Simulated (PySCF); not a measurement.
```
atom    x (Å)    y (Å)    z (Å)
   C   2.1740   0.2495  -0.2786
   C   0.7346   0.2464  -0.8491
   C  -0.1205   1.2318  -0.1527
   C  -0.9381   0.7798   0.9859
   F  -1.7539   1.7978   1.4440
   C  -1.7991  -0.4304   0.5880
   C  -0.9566  -1.4423  -0.1233
   C   0.1662  -1.1426  -0.7549
   H   2.1596  -0.0508   0.7660
   H   2.7985  -0.4453  -0.8350
   H   2.6037   1.2451  -0.3513
   H   0.8160   0.5213  -1.9098
   H  -0.1312   2.2675  -0.4349
   H  -0.3103   0.4966   1.8521
   H  -2.2658  -0.8665   1.4733
   H  -2.6006  -0.0804  -0.0706
   H  -1.3251  -2.4585  -0.1100
   H   0.7398  -1.9127  -1.2508
```

Geometry: GFN2-xTB.

These are results of UKS B3LYP, pcH-1 on C F H, non-relativistic, mean-field spin-orbit, GIAO (PySCF), not measurements.

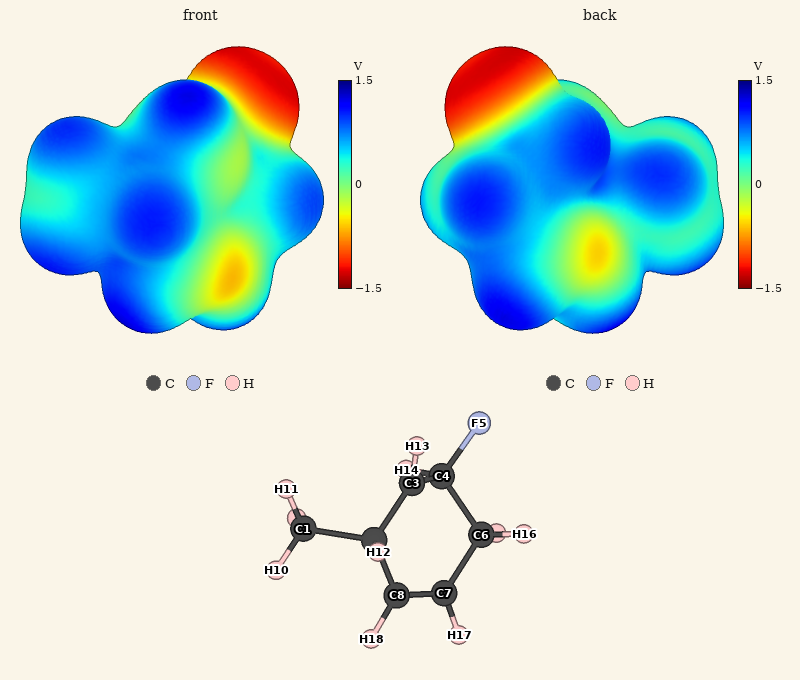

C₇H₁₀F (doublet). The electrostatic potential painted on the density surface at 0.004 e/bohr³, seen from the front and from behind; the colour scale runs from red (negative) to blue (positive). The bare structure is drawn below in the same view.

Question: Describe the electrostatic potential map.

Answer: The most negative region (about −1.3 V) lies over F5, the most positive (about +1.2 V) over H13, H17 and H18.
